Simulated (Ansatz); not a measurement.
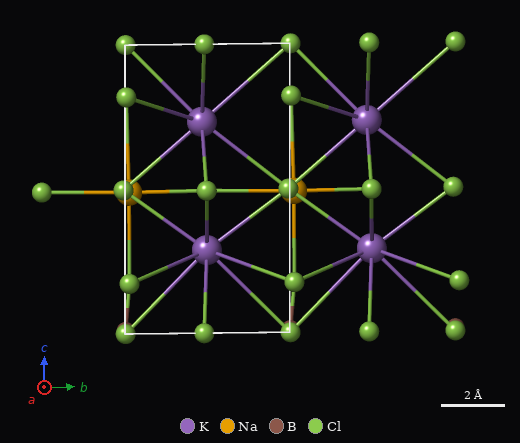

Starting structure of crystalline K₂NaBCl₆ (a generated structure, set up in P1) (coarse preliminary run). A ball-and-stick model of the cell of the calculation, repeated 1 × 2 × 1 with one cell outlined, seen along the a axis.

The calculation used DFT PBE, scalar-relativistic, plane waves, PAW (Ansatz 0.2.0).

Input
```yaml
crystal:
  lattice:
    - [5.4602045652, 0.041443269, 0.0375270866]
    - [0.041443269, 5.3062084119, 0.0306001681]
    - [0.0637278158, 0.0519646489, 9.2982972418]
  atoms:
    - { symbol: K, position: [0.5074455479, 0.4969261676, 0.2874111992] }
    - { symbol: K, position: [0.5049243864, 0.4664605087, 0.7316502419] }
    - { symbol: Na, position: [0.0131022738, 0.025034748, 0.4890917647] }
    - { symbol: B, position: [0.022891414, 0.0043632989, 0.0105045161] }
    - { symbol: Cl, position: [0.4723893769, 1.0040332778, -0.0001890475] }
    - { symbol: Cl, position: [0.4861534926, 0.9910322145, 0.4970507261] }
    - { symbol: Cl, position: [-0.0273710689, 0.4812752309, -0.0004140232] }
    - { symbol: Cl, position: [-0.000807522, 0.49570728, 0.492706765] }
    - { symbol: Cl, position: [0.0180567666, 0.0275231181, 0.1731534141] }
    - { symbol: Cl, position: [0.0032153328, 0.0076441556, 0.8190344435] }
basis:
  ecutwfc: 420
kpoints:
  mp_grid: { grid: [4, 4, 2] }
hamiltonian:
  xc: pbe
scf:
  occupations: { method: gaussian, width: 0.1 }
  lower_state_search: "off"
output:
  forces: true
  stress: true
  eigenvalues: true
relax:
  adjacent_minimum: "off"
  f_tol: 0.025
  max_steps: 60
  cell: { stress_tol: 0.25 }
```

Run as
```bash
ansatz run input.yaml --threads 1 --pin off --max-ram 2560MiB --backend cpu --events-out ev --progress --plain --runs-dir out
```

Q: Predict the outcome.

A: The atom that moves furthest relative to the cell is Cl7 (0.68 Å along [1 2 0]). Largest moves by element: Cl 0.68 Å, B 0.58 Å, K 0.44 Å, Na 0.27 Å. The volume changes by +4.0 %, with a 5.460 → 5.593 Å (+2.4 %), b 5.306 → 5.595 Å (+5.4 %), c 9.299 → 9.034 Å (−2.8 %), α 89.3° → 84.7°, β 89.2° → 84.6°. Some distances before and after: B4–Cl7 2.542 → 3.785 Å, K1–Cl9 3.849 → 4.966 Å, B4–Cl7 (another image) 2.797 → 1.852 Å, K2–Cl7 3.595 → 4.364 Å. New bonds form: B4–Cl5 (2.46 → 1.85 Å), B4–Cl7 (2.80 → 1.85 Å). Among the angles between lasting bonds that change: Cl9–B4–Cl10 173.2° → 110.8°, Na3–Cl9–B4 175.1° → 131.7°, Na3–Cl10–B4 175.4° → 132.6°. The space group stays P1 (No. 1). The energy falls by 394 meV per atom in 16 accepted moves (18 points after the start). Largest force component: 8.6 eV/Å at the start, 0.014 eV/Å at the end. Pressure: 2.52 GPa at the start and 0.02 GPa at the end. The line search rejected the trial step at point 13 of the run. The SCF was repeated once at an unchanged geometry on a basis and grid sized afresh for the cell, which shifted the energy by 0.2 meV per atom at most. Cost: 7.8 min on 1 thread of Arm Neoverse V1 (shared host), peak memory 0.61 GiB.

Final geometry:

```
K Na B Cl
1.0
     5.58677    0.03792    0.25351
     0.03656    5.58918    0.24745
     0.43203    0.43343    9.01303
K Na B Cl
2 1 1 6
Direct
  0.57306 0.53971 0.28909
  0.45885 0.43148 0.71691
  0.02422 0.97990 0.49969
  0.07782 0.91829 0.99930
  0.40385 0.96767 0.00335
  0.51983 0.97356 0.51516
  0.02067 0.59367 0.99612
  0.03382 0.48477 0.48328
  0.91262 0.02659 0.17058
  0.97527 0.08435 0.82651
```

The end point in the same view:

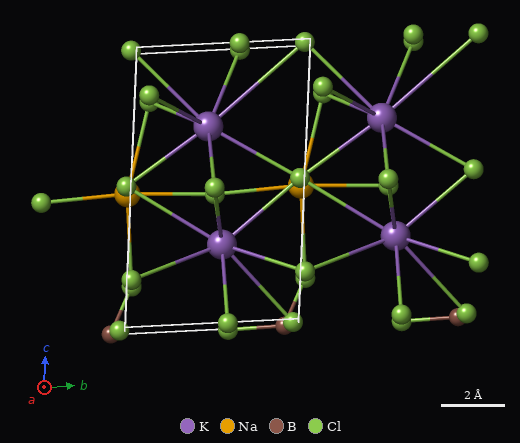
